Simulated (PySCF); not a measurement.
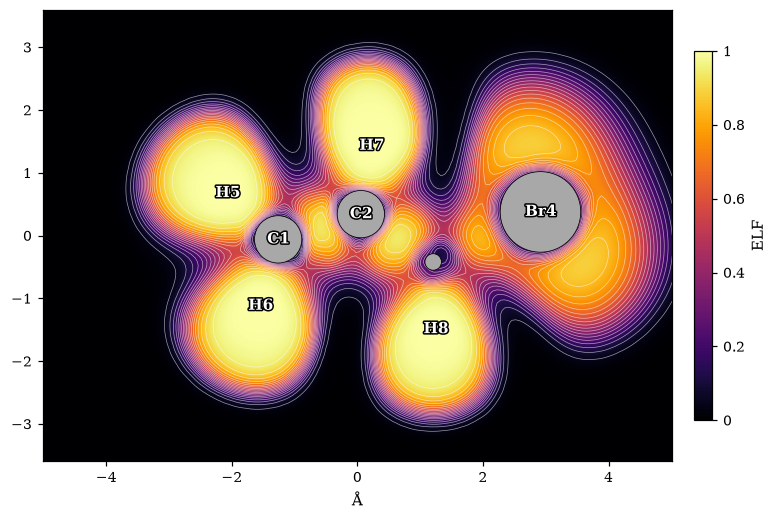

The picture shows: C3H4Br (SMILES [CH2-]/C=C/Br) (charge −1). ELF on the plane of atoms H5, C1 and H6. Grey discs cover the atomic cores.

Geometry: PBE0-D3(BJ)/ma-def2-SVP.

Theory: DFT single point, gas phase, functional wB97X in PySCF.

```yaml
atoms:
  - { symbol: C, position_ang: [1.5186, -0.2922, -0.1969] }
  - { symbol: C, position_ang: [0.3172, 0.2926, 0.1649] }
  - { symbol: C, position_ang: [-0.9954, -0.1643, -0.0138] }
  - { symbol: Br, position_ang: [-2.3573, 0.5701, 1.1827] }
  - { symbol: H, position_ang: [2.4507, 0.2785, -0.1496] }
  - { symbol: H, position_ang: [1.5646, -1.2919, -0.6441] }
  - { symbol: H, position_ang: [0.3945, 1.2988, 0.6070] }
  - { symbol: H, position_ang: [-1.2162, -1.2235, -0.1774] }
```

**Read the bonding off the picture.**

The section cuts through C, Br and H sites. C–C (1.38 Å): the ELF peaks at about 0.95 between the atoms; localised, covalent bonding. C–H (1.09 Å): the ELF climbs to about 1 towards the hydrogen, as it does in any bond to H (a covalent bond by its length). The ELF also peaks beside Br4, away from the bonds: lone-pair regions.
